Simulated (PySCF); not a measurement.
# C2HBrF2 (1-Bromo-2,2-Difluoroethylene): the cost of one run

Computed with PySCF 2.14.0 and routines of our own; the level stands in each step. Atoms count from 0.

### 1 The system as given

6 atoms, charge 0, multiplicity 1; geometry from: GFN2-xTB.

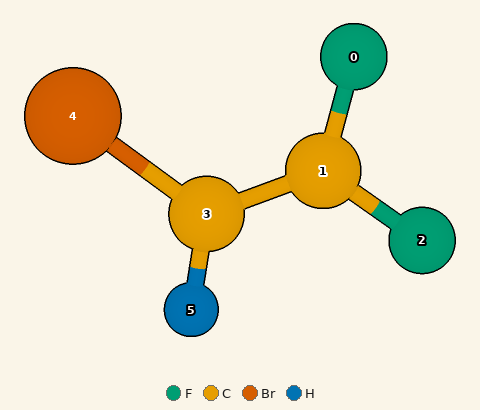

The starting geometry (fluorine teal, carbon amber, bromine orange, hydrogen blue).

### 2 Relaxing the molecule at PBE0-D3(BJ)/def2-SVP

Job settings and geometry (Å):

```
{"job": {"xc": "PBE0", "basis": "def2-SVP", "d3": "d3bj", "grid": 1, "maxiter": 30, "shake": 0.01, "kind": "geom"}, "charge": 0, "multiplicity": 1}
F     -0.752080     1.269830     0.871710
C     -0.628520     0.249380     0.071100
F     -1.809940    -0.107920    -0.450800
C      0.541590    -0.371160    -0.202040
Br     2.144570     0.145050     0.530130
H      0.528550    -1.215190    -0.864770
```

The run is started by

```
$ OMP_NUM_THREADS=1 python heavy_run.py task.json out
```

This one command runs all jobs of the session in turn.

**Question.** How long does this first job take on 1 thread of Intel Xeon Platinum 8259CL at 2.50GHz, shared host, and how much memory does it need?

About 31 s, with a peak of 0.38 GiB.
